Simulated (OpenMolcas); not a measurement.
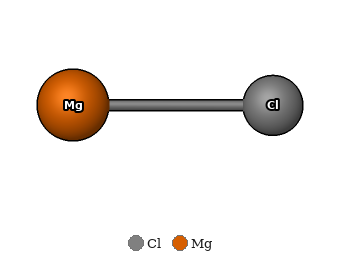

The molecule at the reference distance of 2.107 Å.

# Run report: ClMg⁺, relativistic diatomic calculation (part 1 of 2)

- system: ClMg⁺.
- method: SA-CASSCF(6,7)/XMS-CASPT2 + RASSI spin-orbit (X2C scalar, AMFI), ANO-RCC-VTZP (OpenMolcas)

Input:
```
&GATEWAY
Coord
2
angstrom
Cl 0.0 0.0 0.0
Mg 0.0 0.0 2.1070
Basis=ANO-RCC-VTZP
Group=XY
RX2C
AMFI
ANGMom
0.0 0.0 0.0
RICD
&SEWARD
&GUESSORB
&RASSCF
FileOrb=$CurrDir/o11.orb
Symmetry=1
Spin=1
nActEl=6 0 0
Inactive=7 4
RAS2=3 4
CIRoot=5 5 1
Linear
Iterations=120 100
OrbListing=Nothing
PRWF=0.15
>>COPY $Project.RasOrb $CurrDir/o11.orb
>>COPY $Project.rasscf.h5 $CurrDir/r11.h5
&CASPT2
XMultistate=all
Imaginary=0.2
IPEA=0.25
MaxIter=40
>>COPY $Project.JobMix JOB001
&RASSCF
CIOnly
FileOrb=$CurrDir/ref.orb
Symmetry=2
Spin=3
nActEl=6 0 0
Inactive=7 4
RAS2=3 4
CIRoot=2 2 1
Linear
Iterations=120 100
OrbListing=Nothing
PRWF=0.15
>>COPY $Project.RasOrb $CurrDir/o32.orb
>>COPY $Project.rasscf.h5 $CurrDir/r32.h5
&CASPT2
XMultistate=all
Imaginary=0.2
IPEA=0.25
MaxIter=40
>>COPY $Project.JobMix JOB002
&RASSCF
CIOnly
FileOrb=$CurrDir/ref.orb
Symmetry=2
Spin=1
nActEl=6 0 0
Inactive=7 4
RAS2=3 4
CIRoot=2 2 1
Linear
Iterations=120 100
OrbListing=Nothing
PRWF=0.15
>>COPY $Project.RasOrb $CurrDir/o12.orb
>>COPY $Project.rasscf.h5 $CurrDir/r12.h5
&CASPT2
XMultistate=all
Imaginary=0.2
IPEA=0.25
MaxIter=40
>>COPY $Project.JobMix JOB003
&RASSCF
FileOrb=$CurrDir/o31.orb
Symmetry=1
Spin=3
nActEl=6 0 0
Inactive=7 4
RAS2=3 4
CIRoot=5 5 1
Linear
Iterations=120 100
OrbListing=Nothing
PRWF=0.15
>>COPY $Project.RasOrb $CurrDir/o31.orb
>>COPY $Project.rasscf.h5 $CurrDir/r31.h5
&CASPT2
XMultistate=all
Imaginary=0.2
IPEA=0.25
MaxIter=40
>>COPY $Project.JobMix JOB004
&RASSI
Nr of JobIphs=4 5 2 2 5
1 2 3 4 5
1 2
1 2
1 2 3 4 5
SpinOrbit
EJob
Omega
MEES
MESO
Properties=4
'AngMom' 3 'Mltpl  1' 1 'Mltpl  1' 2 'Mltpl  1' 3
Thrs=1.0d-4
>>COPY $Project.rassi.h5 $CurrDir/so.h5
```

The first orbital files come from an earlier step.

Hardware: 1 thread of Arm Neoverse V1, 24 GiB of memory available, shared host.

Command:
```bash
pymolcas m.inp (one call a module block, same work directory)
```

Output (extracts):
```
++    Wave function specifications:
      Number of closed shell electrons          22
      Number of electrons in active shells       6
      Number of inactive orbitals               11
      Number of active orbitals                  7
      Number of secondary orbitals              50
      Spin quantum number                      0.0
      State symmetry                             1
++    Orbital specifications:
      Symmetry species                           1   2
                                                 a   b
      Frozen orbitals                            0   0
      Inactive orbitals                          7   4
      Active orbitals                            3   4
      RAS2 orbitals                              3   4
      Secondary orbitals                        26  24
      Number of basis functions                 36  32
      printout of CI-coefficients larger than  0.15 for root  1
      energy=    -660.650225
      conf/sym  111 2222     Coeff  Weight
           100  ud0 2200   0.26805 0.07185
           120  020 2200   0.93597 0.87603
      printout of CI-coefficients larger than  0.15 for root  2
      energy=    -660.479098
      conf/sym  111 2222     Coeff  Weight
           100  ud0 2200   0.92355 0.85295
           120  020 2200  -0.20141 0.04057
           122  020 u2d0  -0.21612 0.04671
           126  020 2u0d   0.21612 0.04671
      printout of CI-coefficients larger than  0.15 for root  3
      energy=    -660.423566
      conf/sym  111 2222     Coeff  Weight
           121  020 2ud0  -0.67913 0.46122
           122  020 u2d0  -0.17681 0.03126
           126  020 2u0d  -0.17681 0.03126
           127  020 u20d   0.67913 0.46122
      printout of CI-coefficients larger than  0.15 for root  4
      energy=    -660.423566
      conf/sym  111 2222     Coeff  Weight
           121  020 2ud0   0.17681 0.03126
           122  020 u2d0  -0.67913 0.46122
           126  020 2u0d  -0.67913 0.46122
           127  020 u20d  -0.17681 0.03126
      printout of CI-coefficients larger than  0.15 for root  5
      energy=    -660.421678
      conf/sym  111 2222     Coeff  Weight
           121  020 2ud0   0.70239 0.49335
           127  020 u20d   0.70239 0.49335
      Natural orbitals and occupation numbers for root  1
      sym 1:   0.027458   1.969284   0.004260
      sym 2:   1.988168   1.988168   0.011331   0.011331
      Natural orbitals and occupation numbers for root  2
      sym 1:   0.657120   1.338895   0.004966
      sym 2:   1.948292   1.948292   0.051217   0.051217
      Natural orbitals and occupation numbers for root  3
      sym 1:   0.002042   1.986415   0.012761
      sym 2:   1.498977   1.498977   0.500415   0.500415
      Natural orbitals and occupation numbers for root  4
      sym 1:   0.002042   1.986415   0.012761
      sym 2:   1.498977   1.498977   0.500415   0.500415
      Natural orbitals and occupation numbers for root  5
      sym 1:   0.001656   1.986498   0.012770
      sym 2:   1.499003   1.499003   0.500535   0.500535
      RASSCF energy for state  5                   -660.42167832
::    RASSCF root number  1 Total energy:   -660.65022470
::    RASSCF root number  2 Total energy:   -660.47909787
::    RASSCF root number  3 Total energy:   -660.42356608
::    RASSCF root number  4 Total energy:   -660.42356608
::    RASSCF root number  5 Total energy:   -660.42167832
      Von Neumann Entropy (Root   1) =  0.22742
++    Wave function specifications:
      Number of closed shell electrons           8
      Number of electrons in active shells       6
      Number of inactive orbitals                4
      Number of active orbitals                  7
      Number of secondary orbitals              50
      Spin quantum number                      0.0
      State symmetry                             1
      Number of CSFs                           254
      Number of CASSCF root(s) available         5
      CASPT2 state passed to geometry opt.       5
      A file JOBMIX will be created
      This is a MULTI-STATE CASSCF reference
      Number of CI roots used                    5
      These are:                                 1   2   3   4   5
      Off-diagonal elements of Heff are computed
  FINAL CASPT2 RESULT:
      Reference energy:        -660.6502247035
      E2 (Non-variational):      -0.3802850918
      Shift correction:          -0.0019870315
      E2 (Variational):          -0.3822721233
      Total energy:            -661.0324968268
      Reference weight:           0.91034
  FINAL CASPT2 RESULT:
      Reference energy:        -660.4790978748
      E2 (Non-variational):      -0.3574566748
      Shift correction:          -0.0015153311
      E2 (Variational):          -0.3589720060
      Total energy:            -660.8380698808
      Reference weight:           0.92261
  FINAL CASPT2 RESULT:
      Reference energy:        -660.4235660798
      E2 (Non-variational):      -0.3450879048
      Shift correction:          -0.0014623204
      E2 (Variational):          -0.3465502251
      Total energy:            -660.7701163050
      Reference weight:           0.92704
  FINAL CASPT2 RESULT:
      Reference energy:        -660.4235660798
      E2 (Non-variational):      -0.3450402579
      Shift correction:          -0.0014605333
      E2 (Variational):          -0.3465007912
      Total energy:            -660.7700668710
      Reference weight:           0.92708
  FINAL CASPT2 RESULT:
      Reference energy:        -660.4216783232
      E2 (Non-variational):      -0.3453551779
      Shift correction:          -0.0014095777
      E2 (Variational):          -0.3467647555
      Total energy:            -660.7684430788
      Reference weight:           0.92725
       Total XMS-CASPT2 energies:
::    XMS-CASPT2 Root  1     Total energy:   -661.03077051
::    XMS-CASPT2 Root  2     Total energy:   -660.83979620
::    XMS-CASPT2 Root  3     Total energy:   -660.77012194
::    XMS-CASPT2 Root  4     Total energy:   -660.77006124
::    XMS-CASPT2 Root  5     Total energy:   -660.76844308
++    Wave function specifications:
      Number of closed shell electrons          22
      Number of electrons in active shells       6
      Number of inactive orbitals               11
      Number of active orbitals                  7
      Number of secondary orbitals              50
      Spin quantum number                      1.0
      State symmetry                             2
      printout of CI-coefficients larger than  0.15 for root  1
      energy=    -660.551816
      conf/sym  111 2222     Coeff  Weight
            16  u20 2u00  -0.23105 0.05339
            73  u20 u200   0.96551 0.93220
      printout of CI-coefficients larger than  0.15 for root  2
      energy=    -660.551816
      conf/sym  111 2222     Coeff  Weight
            16  u20 2u00  -0.96551 0.93220
            73  u20 u200  -0.23105 0.05339
      Natural orbitals and occupation numbers for root  1
      sym 1:   0.998741   1.987042   0.011984
      sym 2:   1.000358   1.997713   0.002109   0.002053
      Natural orbitals and occupation numbers for root  2
      sym 1:   0.998741   1.987042   0.011984
      sym 2:   1.997713   1.000358   0.002053   0.002109
      RASSCF energy for state  2                   -660.55181556
::    RASSCF root number  1 Total energy:   -660.55181556
::    RASSCF root number  2 Total energy:   -660.55181556
      Von Neumann Entropy (Root   1) =  1.07602
++    Wave function specifications:
      Number of closed shell electrons           8
      Number of electrons in active shells       6
      Number of inactive orbitals                4
      Number of active orbitals                  7
      Number of secondary orbitals              50
      Spin quantum number                      1.0
      State symmetry                             2
      Number of CSFs                           300
      Number of CASSCF root(s) available         2
      CASPT2 state passed to geometry opt.       2
      A file JOBMIX will be created
      This is a MULTI-STATE CASSCF reference
      Number of CI roots used                    2
      These are:                                 1   2
      Off-diagonal elements of Heff are computed
  FINAL CASPT2 RESULT:
      Reference energy:        -660.5518156199
      E2 (Non-variational):      -0.3465038925
      Shift correction:          -0.0011961107
      E2 (Variational):          -0.3477000031
      Total energy:            -660.8995156230
      Reference weight:           0.92902
  FINAL CASPT2 RESULT:
      Reference energy:        -660.5518156199
      E2 (Non-variational):      -0.3465038925
      Shift correction:          -0.0011961107
      E2 (Variational):          -0.3477000031
      Total energy:            -660.8995156230
      Reference weight:           0.92902
       Total XMS-CASPT2 energies:
::    XMS-CASPT2 Root  1     Total energy:   -660.89951562
::    XMS-CASPT2 Root  2     Total energy:   -660.89951562
++    Wave function specifications:
      Number of closed shell electrons          22
      Number of electrons in active shells       6
      Number of inactive orbitals               11
      Number of active orbitals                  7
      Number of secondary orbitals              50
      Spin quantum number                      0.0
      State symmetry                             2
      printout of CI-coefficients larger than  0.15 for root  1
      energy=    -660.548607
      conf/sym  111 2222     Coeff  Weight
            33  u20 2d00   0.19565 0.03828
            34  u20 d200  -0.97276 0.94627
      printout of CI-coefficients larger than  0.15 for root  2
      energy=    -660.548607
      conf/sym  111 2222     Coeff  Weight
            33  u20 2d00   0.97276 0.94627
            34  u20 d200   0.19565 0.03828
      Natural orbitals and occupation numbers for root  1
      sym 1:   0.999417   1.987813   0.012062
      sym 2:   0.999849   1.997566   0.001223   0.002070
      Natural orbitals and occupation numbers for root  2
      sym 1:   0.999417   1.987813   0.012062
      sym 2:   1.997566   0.999849   0.002070   0.001223
      RASSCF energy for state  2                   -660.54860682
::    RASSCF root number  1 Total energy:   -660.54860682
::    RASSCF root number  2 Total energy:   -660.54860682
      Von Neumann Entropy (Root   1) =  1.07194
++    Wave function specifications:
      Number of closed shell electrons           8
      Number of electrons in active shells       6
      Number of inactive orbitals                4
      Number of active orbitals                  7
      Number of secondary orbitals              50
      Spin quantum number                      0.0
      State symmetry                             2
      Number of CSFs                           236
      Number of CASSCF root(s) available         2
      CASPT2 state passed to geometry opt.       2
      A file JOBMIX will be created
      This is a MULTI-STATE CASSCF reference
      Number of CI roots used                    2
      These are:                                 1   2
      Off-diagonal elements of Heff are computed
  FINAL CASPT2 RESULT:
      Reference energy:        -660.5486068744
      E2 (Non-variational):      -0.3474003697
      Shift correction:          -0.0012107968
      E2 (Variational):          -0.3486111665
      Total energy:            -660.8972180409
      Reference weight:           0.92829
  FINAL CASPT2 RESULT:
      Reference energy:        -660.5486068744
      E2 (Non-variational):      -0.3474003697
      Shift correction:          -0.0012107968
      E2 (Variational):          -0.3486111665
      Total energy:            -660.8972180409
      Reference weight:           0.92829
       Total XMS-CASPT2 energies:
::    XMS-CASPT2 Root  1     Total energy:   -660.89721804
::    XMS-CASPT2 Root  2     Total energy:   -660.89721804
++    Wave function specifications:
      Number of closed shell electrons          22
      Number of electrons in active shells       6
      Number of inactive orbitals               11
      Number of active orbitals                  7
      Number of secondary orbitals              50
      Spin quantum number                      1.0
      State symmetry                             1
      printout of CI-coefficients larger than  0.15 for root  1
      energy=    -660.506116
      conf/sym  111 2222     Coeff  Weight
           103  uu0 2200  -0.99167 0.98342
      printout of CI-coefficients larger than  0.15 for root  2
      energy=    -660.436039
      conf/sym  111 2222     Coeff  Weight
            56  020 2u0u  -0.69967 0.48954
           148  020 u2u0   0.69967 0.48954
      printout of CI-coefficients larger than  0.15 for root  3
      energy=    -660.429872
      conf/sym  111 2222     Coeff  Weight
            55  020 2uu0   0.55722 0.31050
            56  020 2u0u   0.43042 0.18526
           148  020 u2u0   0.43042 0.18526
           150  020 u20u  -0.55722 0.31050
      printout of CI-coefficients larger than  0.15 for root  4
      energy=    -660.429872
      conf/sym  111 2222     Coeff  Weight
            55  020 2uu0   0.43042 0.18526
            56  020 2u0u  -0.55722 0.31050
           148  020 u2u0  -0.55722 0.31050
           150  020 u20u  -0.43042 0.18526
      printout of CI-coefficients larger than  0.15 for root  5
      energy=    -660.423395
      conf/sym  111 2222     Coeff  Weight
            55  020 2uu0   0.70374 0.49526
           150  020 u20u   0.70374 0.49526
      Natural orbitals and occupation numbers for root  1
      sym 1:   0.987354   1.011539   0.003627
      sym 2:   1.991533   1.991533   0.007207   0.007207
      Natural orbitals and occupation numbers for root  2
      sym 1:   0.015913   1.974575   0.010523
      sym 2:   1.504931   1.504931   0.494563   0.494563
      Natural orbitals and occupation numbers for root  3
      sym 1:   0.001363   1.986795   0.012878
      sym 2:   1.498887   1.498887   0.500595   0.500595
      Natural orbitals and occupation numbers for root  4
      sym 1:   0.001363   1.986795   0.012878
      sym 2:   1.498887   1.498887   0.500595   0.500595
      Natural orbitals and occupation numbers for root  5
      sym 1:   0.002677   1.986764   0.013007
      sym 2:   1.498526   1.498526   0.500250   0.500250
      RASSCF energy for state  5                   -660.42339547
::    RASSCF root number  1 Total energy:   -660.50611623
::    RASSCF root number  2 Total energy:   -660.43603866
::    RASSCF root number  3 Total energy:   -660.42987235
::    RASSCF root number  4 Total energy:   -660.42987235
::    RASSCF root number  5 Total energy:   -660.42339547
      Von Neumann Entropy (Root   1) =  1.08734
++    Wave function specifications:
      Number of closed shell electrons           8
      Number of electrons in active shells       6
      Number of inactive orbitals                4
      Number of active orbitals                  7
      Number of secondary orbitals              50
      Spin quantum number                      1.0
      State symmetry                             1
      Number of CSFs                           288
      Number of CASSCF root(s) available         5
      CASPT2 state passed to geometry opt.       5
      A file JOBMIX will be created
      This is a MULTI-STATE CASSCF reference
      Number of CI roots used                    5
      These are:                                 1   2   3   4   5
      Off-diagonal elements of Heff are computed
  FINAL CASPT2 RESULT:
      Reference energy:        -660.5061162318
      E2 (Non-variational):      -0.3589424965
      Shift correction:          -0.0013784808
      E2 (Variational):          -0.3603209773
      Total energy:            -660.8664372092
      Reference weight:           0.92277
  FINAL CASPT2 RESULT:
      Reference energy:        -660.4360386639
      E2 (Non-variational):      -0.3407918709
      Shift correction:          -0.0011689SPIN-FREE ENERGIES:
  (Shifted by EMIN (a.u.) =       -661.0307705059)
 SF State       Relative EMIN(au)   Rel lowest level(eV)    D:o, cm**(-1)      Abs_M
     1             0.0000000000        0.0000000000              0.0000         0.0
     6             0.1312548829        3.5716273156          28807.1170         1.0
     7             0.1312548829        3.5716273156          28807.1170         1.0
     8             0.1335524650        3.6341477103          29311.3780         1.0
     9             0.1335524650        3.6341477103          29311.3780         1.0
    10             0.1644116765        4.4738696332          36084.1921         0.0
     2             0.1909743043        5.1966755575          41914.0150         0.0
    11             0.2526926438        6.8761171320          55459.6248         0.0
    12             0.2587041098        7.0396974539          56778.9891         2.0
    13             0.2588254736        7.0429999332          56805.6254         2.0
     3             0.2606485669        7.0926088293          57205.7481         2.0
     4             0.2607092690        7.0942606157          57219.0707         2.0
     5             0.2623274272        7.1382929444          57574.2154         0.0
    14             0.2644956893        7.1972943625          58050.0939         0.0
```

(Continued in part 2.) Outcome of the run: converged; components of a degenerate state are split by 27 cm⁻¹.
